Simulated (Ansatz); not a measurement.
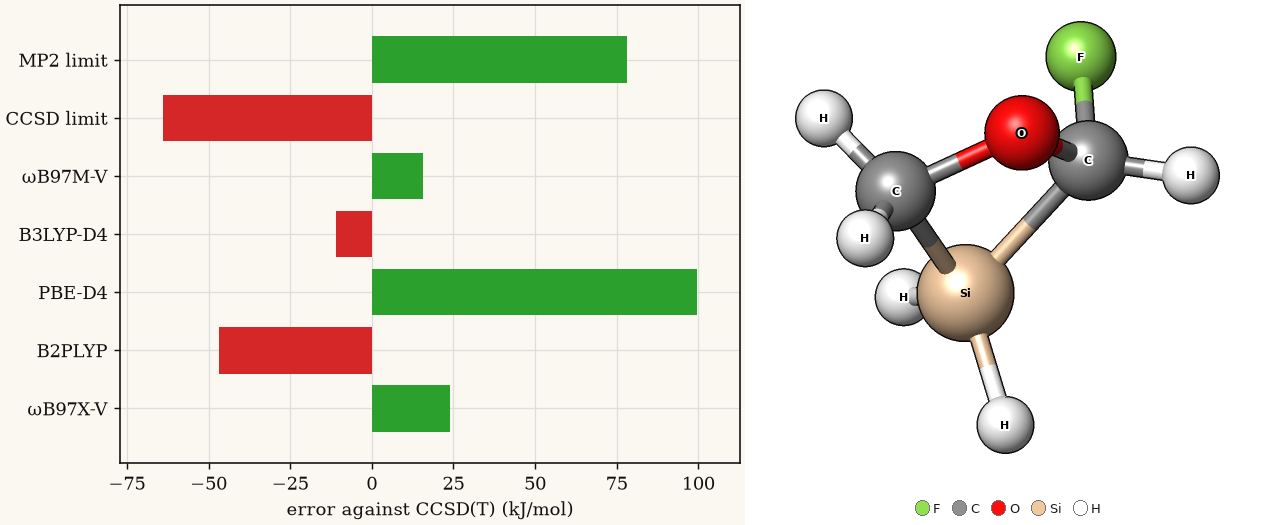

Error in the electronic atomisation energy (method less reference, so positive means overbinding) of C₂H₅FOSi, SMILES F[C@H]1OC[SiH2]1: functionals in def2-TZVPP against frozen-core CCSD(T) at the limit (MP2 extrapolated from triple and quadruple zeta, plus CCSD(T) less MP2 in a smaller set), which gives 3668.5 kJ/mol, at a PBE0-D4/def2-TZVP geometry (no frequency check), no zero-point or spin-orbit term, the Ansatz code. The reference leaves out core correlation, a term that grows with the number of heavy atoms. B2PLYP holds a correlation term that converges slowly with the basis, so part of the distance to the limit is basis error. No dispersion term is added to B2PLYP. Limit means the basis limit.

What range do the values span?

Answer. From −64.0 kJ/mol (CCSD limit) to 99.7 kJ/mol (PBE-D4).

Which of these levels overbind, and which underbind?

Answer. Overbind: MP2 limit and PBE-D4. Underbind: CCSD limit and B2PLYP. Within 25 kJ/mol of zero, too close to call in view of what the reference leaves out: ωB97M-V, B3LYP-D4 and ωB97X-V.
